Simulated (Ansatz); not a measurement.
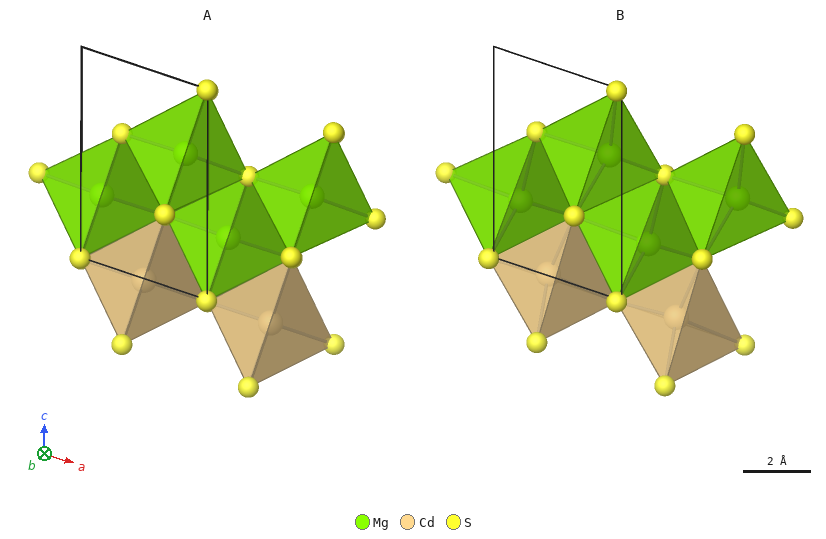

Two geometries of a crystal of Mg2CdS3 (built on the Cu2GeS3-44 type type), drawn at one scale. One is the start of a relaxation, the other its converged end. Style: polyhedral. Shown: the cell of the calculation, reduced to other axes, repeated 2 × 1 × 1 with one cell outlined, along the b axis. Lengths and directions refer to the drawn axes.

Level of theory: DFT, PBEsol, plane waves, PAW in Ansatz 0.2.0. Set-up: plane-wave cutoff 420 eV; k-point mesh 6 × 6 × 6; occupations fermi dirac; smearing width 0.05 eV; no spin polarisation; cell and atoms relaxed; force threshold 0.01 eV/Å; at most 120 steps.

Which of the two is the end point?

Answer. Structure A is the relaxed one. Case: shaken. The Cd atom moves most relative to the cell: 0.32 Å roughly along [3 0 −1]. Largest moves by element: Cd 0.32 Å, Mg 0.30 Å, S 0.23 Å. The volume changes by −1.2 %, with a 4.092 → 4.043 Å (−1.2 %), b 5.700 → 5.699 Å (0.0 %), c 6.965 → 6.982 Å (+0.2 %), α 113.6° → 114.1°, γ 90.7° → 90.0°. Near-neighbour distances that change, for instance: Mg–S 2.942 → 2.449 Å, Mg–S 2.754 → 2.448 Å, Cd–S 2.265 → 2.524 Å, Mg–S 2.285 → 2.448 Å. Bond angles that change, for instance: S–Mg–S 121.1° → 109.0°, S–Mg–S 96.8° → 109.0°, S–Cd–S 98.1° → 110.2°. Within 0.06 Å the space group is P1 at the start and Imm2 at the end; at a tighter tolerance small leftover displacements or strains of the cell lower it. Over 4 accepted moves (5 points after the start) the energy falls by 137 meV per atom. The largest force component goes from 1.9 to 0.0032 eV/Å. Pressure: 2.05 GPa at the start and 0.00 GPa at the end. At 1 point the geometry stayed and the basis and grid were re-selected for the new cell (energy shift of less than 0.05 meV per atom at most each time). The run took 2.3 min on 2 threads of Arm Neoverse V1, with other jobs on the host, peak memory 0.67 GiB.
